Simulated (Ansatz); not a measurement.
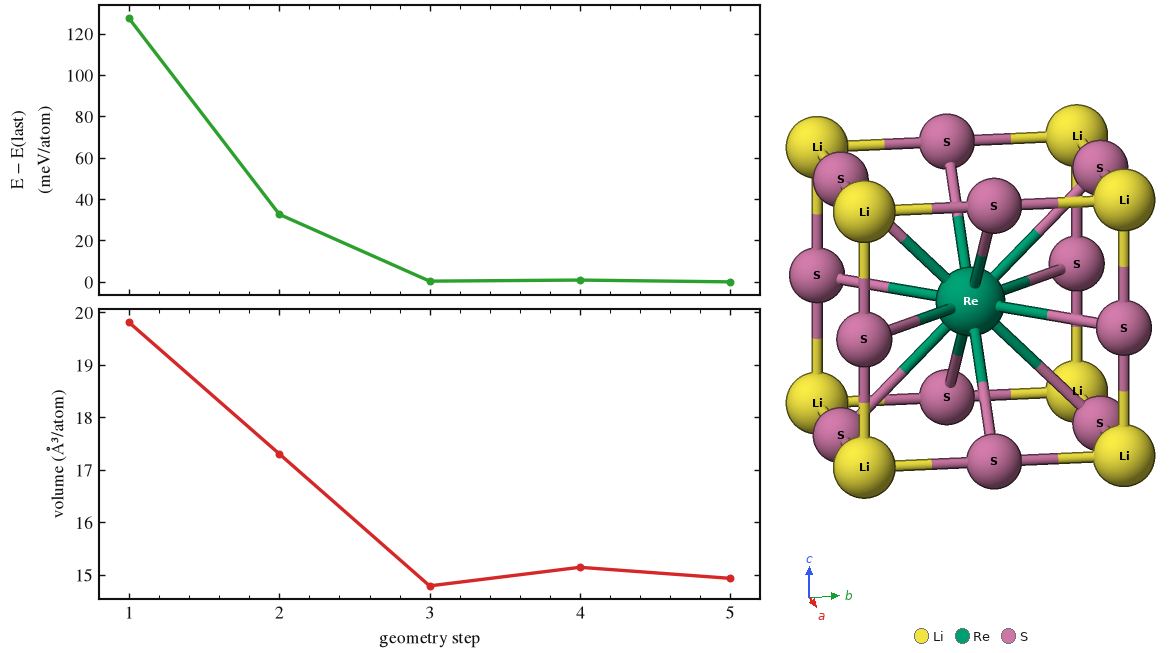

Beside the plot: the structure at the start.

History of a geometry optimisation. Atoms and cell relax. A closing SCF on a freshly chosen basis isn't drawn.

```
crystal:
  lattice:
    - [4.62663248, 0.0, 0.0]
    - [0.0, 4.62663248, 0.0]
    - [0.0, 0.0, 4.62663248]
  atoms:
    - { symbol: Li, position: [0.0, 0.0, 0.0] }
    - { symbol: Re, position: [0.5, 0.5, 0.5], spin: 1.0 }
    - { symbol: S, position: [0.5, 0.0, 0.0] }
    - { symbol: S, position: [0.0, 0.5, 0.0] }
    - { symbol: S, position: [0.0, 0.0, 0.5] }
basis:
  ecutwfc: 420
kpoints:
  mp_grid: { grid: [4, 4, 4] }
hamiltonian:
  xc: pbe
scf:
  occupations: { method: gaussian, width: 0.1 }
  lower_state_search: "off"
output:
  forces: true
  stress: true
  eigenvalues: true
  populations: true
magnetization:
  spin_polarized: true
relax:
  adjacent_minimum: "off"
  f_tol: 0.04
  max_steps: 70
  cell: { stress_tol: 0.4 }
```

Command:
```bash
ansatz run input.yaml --threads 1 --pin off --max-ram 2048MiB --backend cpu --events-out ev --progress --plain --runs-dir out
```

**How did the optimisation end?**

The optimisation met its thresholds at geometry 5, counting the start as the first. The energy fell by about 130 meV/atom from the first step to the last. Step 4 went uphill and was rejected by the line search. All forces vanish by symmetry, so only the cell moves.

**Was the starting cell too large or too small?**

The volume shrinks from 19.8 to 14.9 Å³ per atom (−25 %). The start was expanded.

The electronic state followed here needn't be the lowest one.
